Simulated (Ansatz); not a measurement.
Run report: In3O3F3, single-point calculation

The run: single-point calculation of In3O3F3 ((FInO)3 ring). Method and program: RKS PBE0-D4/def2-TZVP (Ansatz 0.2.0).

The geometry comes from this level: r2SCAN-D4/def2-SVP. Figures and captions count atoms from 1; the log counts them from 0 in places.

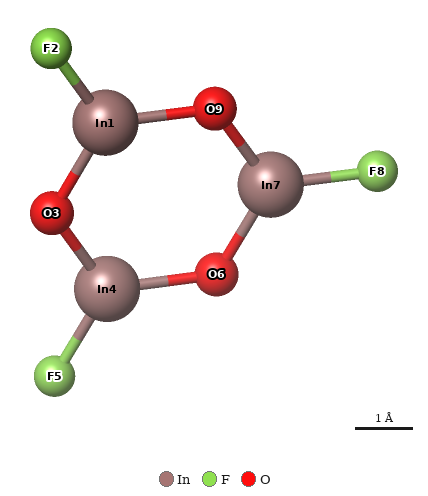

The structure (ball-and-stick view, seen at a tilt; atoms are numbered from 1 in the order of the input). Sticks mark near contacts. Bond lengths as drawn: F–In 1.95 Å and In–O 2.00 Å.

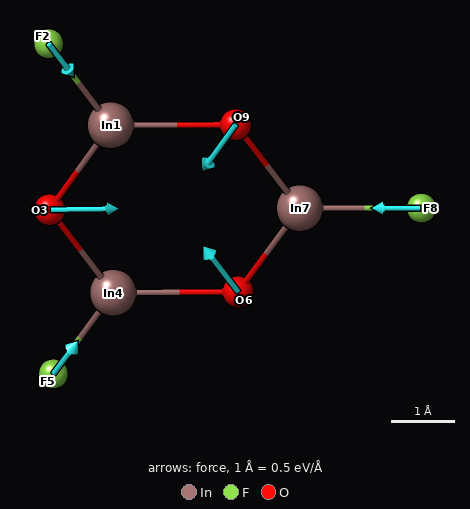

Forces on the atoms as teal arrows (ball-and-stick view, seen at a tilt; atoms are numbered from 1 in the order of the input); the smallest are left out. The largest act on all 3 O atoms (0.57 eV/Å); all 3 F atoms (0.42 eV/Å). The geometry is not a stationary point of this energy.

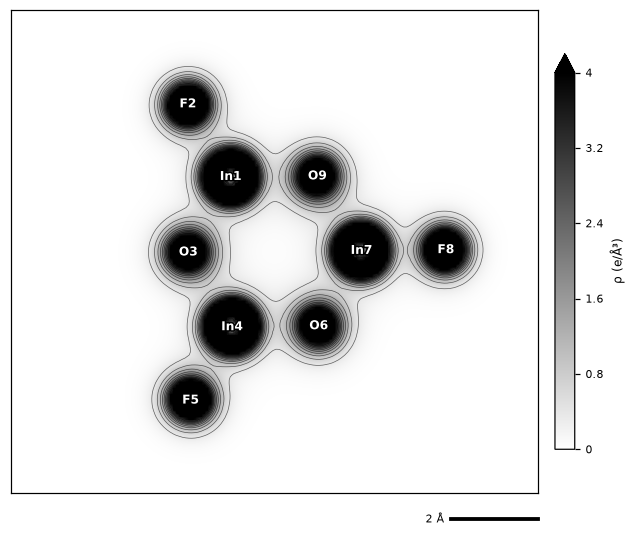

Total electron density on the molecular plane. The section cuts through In, F and O sites. In–O (2.00 Å): ρ at the midpoint is about 0.76 e/Å³.

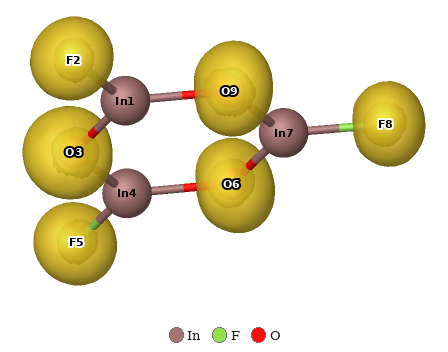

Isosurface of the electron localisation function at 0.75 (yellow), seen at an oblique angle. Only the valence region is drawn (cores and ρ < 0.01 e/Å³ removed). Values along the shortest contacts: In–F (1.95 Å): the ELF peaks at about 0.80 in the valence shell of F, 0.5 Å from its nucleus, and drops to about 0.15 between the two atoms. In–O (2.00 Å): the ELF peaks at about 0.80 in the valence shell of O, 0.6 Å from its nucleus, and drops to about 0.15 between the two atoms.

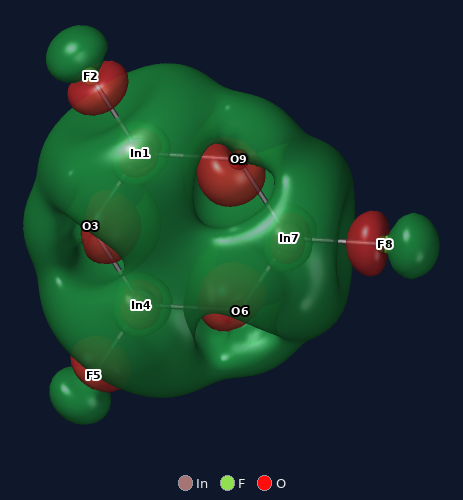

One frontier orbital at ±0.05 Å⁻³ᐟ² (green and red are the two phases), seen at a tilt. The LUMO, at −3.87 eV. Its weight (Hirshfeld) is mainly on In1 (20 %), In4 (20 %), In7 (20 %), O3 (10 %) and O6 (10 %); it is symmetric in the molecular plane (σ or in-plane lone-pair type).

The input and output of the run follow.

## Input file
```yaml
crystal:
  periodic: [false, false, false]
  atoms:
    - {symbol: In, position_ang: [0.587196, -0.725001, 1.770952]}
    - {symbol: F, position_ang: [1.157633, -1.420034, 3.495701]}
    - {symbol: O, position_ang: [-1.357582, -0.468153, 1.386669]}
    - {symbol: In, position_ang: [-1.947828, 0.267330, -0.375838]}
    - {symbol: F, position_ang: [-3.839879, 0.538658, -0.735966]}
    - {symbol: O, position_ang: [-0.585117, 0.726008, -1.764471]}
    - {symbol: In, position_ang: [1.360996, 0.455535, -1.396497]}
    - {symbol: F, position_ang: [2.682314, 0.888963, -2.756429]}
    - {symbol: O, position_ang: [1.942267, -0.263296, 0.375878]}
basis:
  gaussian: {orbitals: def2-TZVP, initial_orbitals: start.molden}
hamiltonian: {xc: pbe0, dispersion: d4}
scf: {omitted_lower_state_checks: [starts]}
output: {forces: true, orbitals: {seedname: orbitals}}
```

Launched with:
```bash
ansatz run in.yaml --threads 2 --pin off --events-out ev --progress --plain --max-ram 20480MiB --backend cuda --devices 0, --max-vram 18GiB
```

## Log
```
Functional definition: PBE0
  name "PBE0"
  cite "Adamo & Barone, J. Chem. Phys. 110, 6158 (1999) doi:10.1063/1.478522"
  cite "Perdew, Burke & Ernzerhof, Phys. Rev. Lett. 77, 3865 (1996) doi:10.1103/PhysRevLett.77.3865"
  parent pbe
  parameter a = 0.25
  parameter kappa = 0.804
  parameter beta = 0.06672455060314922
  exchange = (1 - a)*pbe_x(kappa = kappa, mu = beta*pi^2/3) + a*exact_x
  correlation = pbe_c(beta = beta)
these checks for a lower state are left out or cut short: starts
2364 factors; their error is unknown
mean field evaluation 1: about -29801.2874 eV, gradient 2.6e2 eV
mean field evaluation 2: about -29809.3408 eV, gradient 9.8e0 eV
mean field evaluation 4: about -29809.6736 eV, gradient 9.6e-4 eV
mean field evaluation 8: about -29809.8462 eV, gradient 2.3e-5 eV
mean field -29809.84618418 eV, -1095.4916414291 hartree, gradient 2.3e-5 eV, S^2 0.000000; 0 other end points of the search recorded, 0 dependent functions left out
the calculation of the forces begins
reference -29809.84625987 eV, -1095.4916442107 hartree; 57, 57 occupied and 279, 279 virtual orbitals, 2364 factors
Total energy: -29810.11523383 eV, -1095.5015288214 hartree
Atom 0 at     0.587196    -0.725001     1.770952 Å, force    -0.000416    -0.000560     0.001574 eV/Å
Atom 1 at     1.157633    -1.420034     3.495701 Å, force    -0.121552     0.147940    -0.369935 eV/Å
Atom 2 at    -1.357582    -0.468153     1.386669 Å, force     0.388365     0.138613    -0.394587 eV/Å
Atom 3 at    -1.947828     0.267330    -0.375838 Å, force    -0.000679     0.002098     0.002280 eV/Å
Atom 4 at    -3.839879     0.538658    -0.735966 Å, force     0.405233    -0.059296     0.075089 eV/Å
Atom 5 at    -0.585117     0.726008    -1.764471 Å, force     0.167216    -0.209321     0.501154 eV/Å
Atom 6 at     1.360996     0.455535    -1.396497 Å, force    -0.000652    -0.000927     0.001622 eV/Å
Atom 7 at     2.682314     0.888963    -2.756429 Å, force    -0.283943    -0.091769     0.291535 eV/Å
Atom 8 at     1.942267    -0.263296     0.375878 Å, force    -0.553573     0.073223    -0.108732 eV/Å
Dipole moment:     0.000904    -0.002402    -0.002142 e Å
Checks for a lower state left out: starts
```

## Key numbers

| quantity | value |
| --- | --- |
| outcome | converged |
| total energy | −29810.1152 eV |
| mean-field energy | −29809.8463 eV |
| dispersion energy | −0.2690 eV |
| SCF solution under orbital rotations | stable |
| HOMO | −9.07 eV |
| LUMO | −3.87 eV |
| largest force (length of the vector) | 0.571 eV/Å |
| dipole moment | 0.02 D |
| hardware | 2 CPU threads, shared host |
| wall time | 3.3 s (CPU time 4 s) |
| peak memory | 1.1 GiB |
